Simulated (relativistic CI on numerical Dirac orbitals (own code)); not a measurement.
# Relativistic CI calculation for Ta⁵⁺

- system: Ta⁵⁺.
- method: Dirac-Coulomb-Breit CI, KLI orbitals optimised for each configuration, model QED (radiative potential, 1s self-energy scaled to tabulated hydrogen-like ionisation energies), valence Slater integrals scaled by 0.8, multiplet model of core-to-valence dipole absorption (relativistic CI on numerical Dirac orbitals, in-house)

### Summary

```
quantity                      value
 outcome                  converged
hardware  1 CPU thread, shared host
```

### Notes

Caveats: free-ion energies, so absolute edge positions are off by a few eV from solids.

### The input
```
atom Ta  Z=73  charge=5  electrons=68
nucleus A=181  rms_radius_fm=5.3507
hamiltonian dirac-coulomb  breit=on  qed=on  c_scale=1
orbitals kli  potential=per-configuration
slater_scale 0.8
correlation none
mixing on
configurations
  [Xe] 4f14
  [He] 2s2 2p5 3s2 3p6 3d10 4s2 4p6 4d10 4f14 5s2 5p6 5d
end
absorption L2,3 T=300 lorentz=5 gauss=1
crystal_field free
```

The program writes its results to a structured record and prints no log; tables and figures of this report are taken from that record.

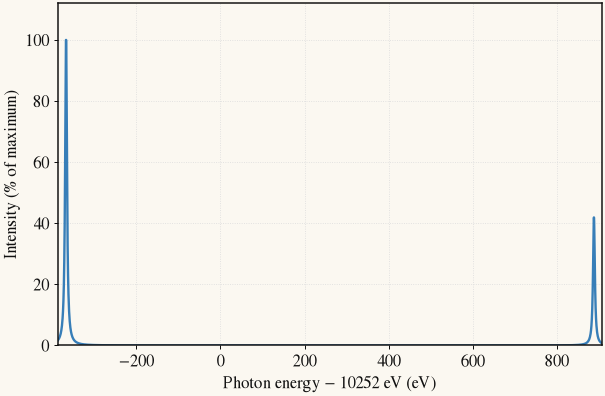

*L₂,₃ X-ray absorption of Ta VI (Ta⁵⁺), [Xe] 4f¹⁴, in no crystal field (free ion). Multiplet model: relativistic Dirac–Coulomb–Breit theory, one configuration a step, Slater integrals scaled by 0.8, 300 K, Voigt broadening (Lorentzian 5 eV, Gaussian 1 eV full widths), computed with a radial Dirac CI code.*

The main maxima lie at 9884.7 eV (100) and 11140.5 eV (42), heights in % of the largest; the centroid is at 10251.8 eV. The lower edge holds 0.71 of the intensity (branching ratio, edges parted at 10513 eV), and the core spin-orbit splitting of the orbitals is 1280 eV. The ground state has S = 0.00.
